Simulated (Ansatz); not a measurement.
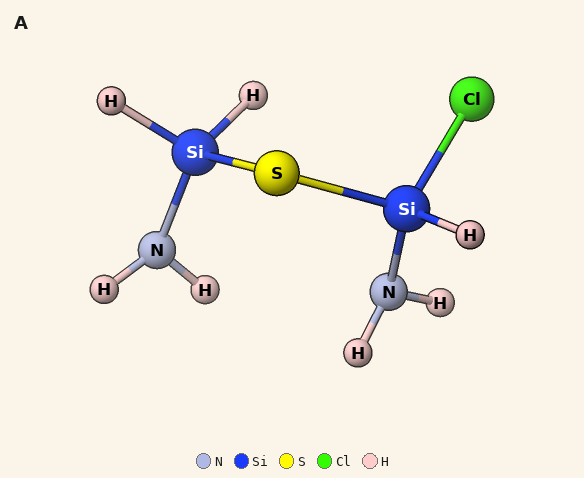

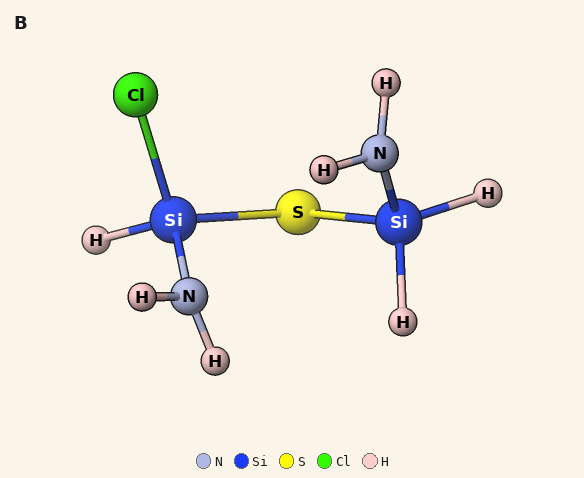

2 stationary structures of one formula. Geometries: PBE0-D4/def2-TZVP. Electronic energies: CCSD(T)/CBS (MP2 limit from def2-TZVPP and def2-QZVPP plus CCSD(T) − MP2) (Ansatz 0.2.0), without zero-point energy. No frequency run is at hand to confirm each as a minimum.

Are they conformers, stereoisomers or constitutional isomers?

They are conformers of ClH7N2SSi2: `N[SiH2]S[Si@@H](N)Cl`.

Which structure is the most stable?

B is lowest; A lies 2.0 kJ/mol above it.

Give E(B) − E(A) in kJ/mol at these levels too: PBE0-D4/def2-TZVP; ωB97M-V/def2-TZVPP; B2PLYP (frozen core)/def2-TZVPP; RHF-MP2 (frozen core)/def2-QZVPP; PBE-D4/def2-TZVPP; B3LYP-D4/def2-TZVPP; RHF-CCSD(T) (frozen core)/def2-TZVPP; r2SCAN-D4/def2-TZVPP.

```json
{"level": "PBE0-D4/def2-TZVP", "E(B) − E(A) (kJ/mol)": "−3.1"}
{"level": "ωB97M-V/def2-TZVPP", "E(B) − E(A) (kJ/mol)": "−3.1"}
{"level": "B2PLYP (frozen core)/def2-TZVPP", "E(B) − E(A) (kJ/mol)": "−1.5"}
{"level": "RHF-MP2 (frozen core)/def2-QZVPP", "E(B) − E(A) (kJ/mol)": "−2.4"}
{"level": "PBE-D4/def2-TZVPP", "E(B) − E(A) (kJ/mol)": "−2.6"}
{"level": "B3LYP-D4/def2-TZVPP", "E(B) − E(A) (kJ/mol)": "−3.0"}
{"level": "RHF-CCSD(T) (frozen core)/def2-TZVPP", "E(B) − E(A) (kJ/mol)": "−2.6"}
{"level": "r2SCAN-D4/def2-TZVPP", "E(B) − E(A) (kJ/mol)": "−3.1"}
```
